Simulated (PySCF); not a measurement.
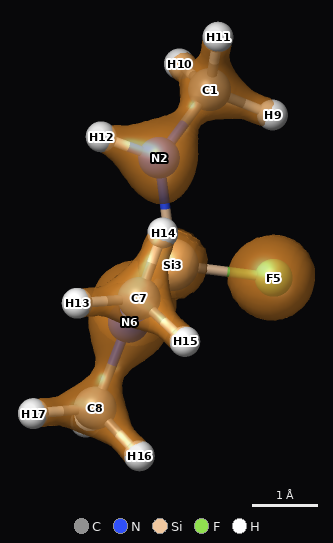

Figure. C₃H₁₀F₂N₂Si (SMILES CN[Si](F)(F)N(C)C). Isosurface of the electron density at 1.5 e/Å³ (orange), seen at an oblique angle.

Geometry: GFN2-xTB.

These are results of PySCF 2.14.0, PBE0/pcSseg-1, SCF density, gas phase, non-relativistic, not measurements.

```xyz
18

C     2.9646    0.3329   -0.2018
N     1.5775    0.3727   -0.6151
Si    0.3985   -0.7850   -0.2168
F     0.3930   -2.1572   -1.0546
F     0.8087   -1.3522    1.2307
N    -1.1501   -0.1052   -0.3789
C    -1.4799    1.2225    0.0855
C    -2.3238   -0.8852   -0.6972
H     3.0399   -0.2365    0.7200
H     3.6039   -0.1388   -0.9536
H     3.3255    1.3471   -0.0207
H     1.4392    0.9391   -1.4362
H    -2.0619    1.7476   -0.6776
H    -0.5700    1.7793    0.2873
H    -2.0766    1.1782    1.0028
H    -2.9516   -1.0289    0.1888
H    -2.9149   -0.3673   -1.4579
H    -2.0309   -1.8567   -1.0812
```

What does this surface tell about the bonding?

Answer. At this value the surface falls into five separate pieces. It bridges the sampled C–N (1.44 Å) and N–H (1.01 Å) contacts, where the density stays above the isovalue. It is pinched off along the sampled Si–F (1.61 Å) and Si–N (1.70 Å) contacts. On the grid the lowest density along these lines, outside the cores, is 1.8 e/Å³ (C–N, 1.44 Å), 0.91 e/Å³ (Si–F, 1.61 Å), 0.98 e/Å³ (Si–N, 1.70 Å) and 2.3 e/Å³ (N–H, 1.01 Å).
